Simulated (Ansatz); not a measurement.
## Phonon calculation, with input and output: CH₉ClSi₂

System: CH₉ClSi₂.
Method: RKS PBE/def2-SVP (Ansatz 0.2.0).

It belongs to a series of runs on one base structure; here: vibrations at the highest image of the band. Figures and captions count atoms from 1; the log counts them from 0 in places.

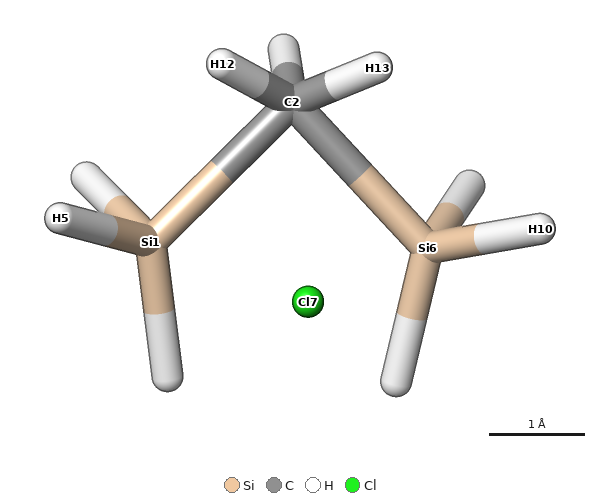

*The structure as given in the input (stick view, seen at a tilt; atoms are numbered from 1 in the order of the input).*

Summary:

```csv
quantity,value
outcome,converged
total energy,−29434.7201 eV
mean-field energy,−29434.7201 eV
largest force (length of the vector),0.011 eV/Å
hardware,"2 threads of Arm Neoverse V2, 24 GiB of memory available, shared host"
wall time,89 s (CPU time 2.9 min)
peak memory,0.15 GiB
```

The input:
```yaml
crystal:
  periodic: [false, false, false]
  atoms:
    - { symbol: Si, position_ang: [-0.44201, 1.262787, 0.748883] }
    - { symbol: C, position_ang: [-0.374971, 0.093881, -0.995933] }
    - { symbol: H, position_ang: [-0.365504, 0.690612, 2.128869] }
    - { symbol: H, position_ang: [-1.9379, 1.38039, 0.494589] }
    - { symbol: H, position_ang: [0.051497, 2.662592, 0.542286] }
    - { symbol: Si, position_ang: [0.552142, -1.426098, 0.123749] }
    - { symbol: Cl, position_ang: [2.009043, 0.606211, 0.581303] }
    - { symbol: H, position_ang: [0.453357, -1.529205, 1.612589] }
    - { symbol: H, position_ang: [-0.564814, -2.33316, -0.371362] }
    - { symbol: H, position_ang: [1.771341, -1.991379, -0.538875] }
    - { symbol: H, position_ang: [-1.386496, -0.205152, -1.321578] }
    - { symbol: H, position_ang: [-0.161513, 1.145527, -1.327562] }
    - { symbol: H, position_ang: [0.396025, -0.356806, -1.676954] }
basis:
  gaussian: { orbitals: def2-SVP }
hamiltonian:
  xc: pbe
phonons: {}
```

Launched with:
```bash
ansatz run input.yaml --threads 2 --pin off --max-ram 3072MiB --backend cpu --events-out ev --progress --plain --runs-dir out
```

What the program printed:
```
Engine: ansatz 0.2.0, aarch64-unknown-linux-gnu
Functional definition: PBE
  parameter kappa = 0.804
  parameter beta = 0.06672455060314922
  exchange = pbe_x(kappa = kappa, mu = beta*pi^2/3)
  correlation = pbe_c(beta = beta)
1267 factors; their error is unknown
mean field evaluation 1: about -29429.3396 eV, gradient 4.6e1 eV
mean field evaluation 2: about -29422.2694 eV, gradient 6.5e1 eV
mean field evaluation 4: about -29434.7629 eV, gradient 3.7e0 eV
mean field evaluation 8: about -29434.8078 eV, gradient 5.2e-2 eV
mean field evaluation 16: about -29434.7201 eV, gradient 4.1e-5 eV
mean field -29434.72008275 eV, -1081.7060114710 hartree, gradient 4.1e-5 eV, S^2 0.000000; 0 other end points of the search recorded, 0 dependent functions left out
the calculation of the forces begins
reference -29434.72012131 eV, -1081.7060128884 hartree; 30, 30 occupied and 83, 83 virtual orbitals, 1267 factors
these checks for a lower state are left out or cut short: stability, starts, cluster_reference, orbital_swaps, neighbouring_geometries, increment
1267 factors; their error is unknown
mean field -29434.72000109 eV, -1081.7060084703 hartree, gradient 2.8e-6 eV, S^2 0.000000; 0 other end points of the search recorded, 0 dependent functions left out
[... from here on the field's lines of each further geometry are left out, up to the last ...]
the calculation of the forces begins
reference -29434.72009382 eV, -1081.7060118780 hartree; 30, 30 occupied and 83, 83 virtual orbitals, 1267 factors
these checks for a lower state are left out or cut short: stability, starts, cluster_reference, orbital_swaps, neighbouring_geometries, increment
1267 factors; their error is unknown
mean field evaluation 480: about -29434.8044 eV, gradient 1.7e-1 eV
mean field -29434.72002938 eV, -1081.7060095099 hartree, gradient 1.2e-6 eV, S^2 0.000000; 0 other end points of the search recorded, 0 dependent functions left out
the calculation of the forces begins
reference -29434.72006795 eV, -1081.7060109274 hartree; 30, 30 occupied and 83, 83 virtual orbitals, 1267 factors
WARN: phonons: modes at or below zero, which the zero-point energy, F, S and C_V leave out: 1, the lowest at -274.88 cm⁻¹. A minimum has none, and a first-order saddle one
Total energy: -29434.72012131 eV, -1081.7060128884 hartree
Atom 0 at    -0.442010     1.262787     0.748883 Å, force    -0.007544     0.006415     0.004613 eV/Å
Atom 1 at    -0.374971     0.093881    -0.995933 Å, force     0.000209     0.003351    -0.010611 eV/Å
Atom 2 at    -0.365504     0.690612     2.128869 Å, force     0.000998     0.001064    -0.004519 eV/Å
Atom 3 at    -1.937900     1.380390     0.494589 Å, force     0.003854    -0.000819     0.001114 eV/Å
Atom 4 at     0.051497     2.662592     0.542286 Å, force    -0.001998    -0.005560     0.001143 eV/Å
Atom 5 at     0.552142    -1.426098     0.123749 Å, force     0.000768     0.001372    -0.001485 eV/Å
Atom 6 at     2.009043     0.606211     0.581303 Å, force     0.003224    -0.002612     0.000442 eV/Å
Atom 7 at     0.453357    -1.529205     1.612589 Å, force     0.001256     0.000184    -0.001196 eV/Å
Atom 8 at    -0.564814    -2.333160    -0.371362 Å, force     0.000768     0.000838     0.001604 eV/Å
Atom 9 at     1.771341    -1.991379    -0.538875 Å, force    -0.001966     0.000560     0.000701 eV/Å
Atom 10 at    -1.386496    -0.205152    -1.321578 Å, force    -0.000752    -0.000854     0.001238 eV/Å
Atom 11 at    -0.161513     1.145527    -1.327562 Å, force     0.001563    -0.003167     0.001761 eV/Å
Atom 12 at     0.396025    -0.356806    -1.676954 Å, force    -0.000380    -0.000773     0.005194 eV/Å
Dipole moment:    -0.383204    -0.049473    -0.400729 e Å
Vibrations: -274.88 164.24 234.80 244.65 252.46 344.12 347.20 442.62 449.36 594.18 614.08 625.03 672.07 704.75 789.22 811.67 860.90 967.15 979.18 992.55 1006.72 1240.37 1331.75 1359.13 2065.61 2071.74 2173.13 2176.18 2205.56 2218.40 2890.52 2903.96 3116.77 cm⁻¹, zero-point energy 2.346406 eV
```

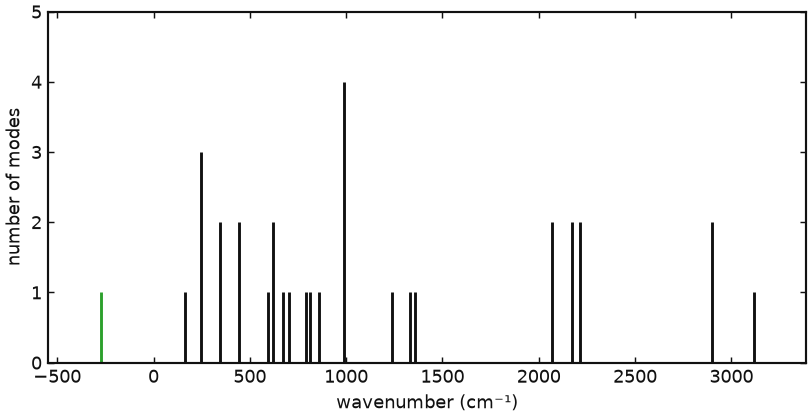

*Harmonic vibrational wavenumbers from the force constants; neighbouring modes closer than 15 cm⁻¹ are counted in one stick, and imaginary ones are drawn at negative wavenumbers.*

33 modes from 275i to 3117 cm⁻¹, 1 imaginary beyond 8i (275i cm⁻¹): a first-order saddle point, if the geometry is stationary.
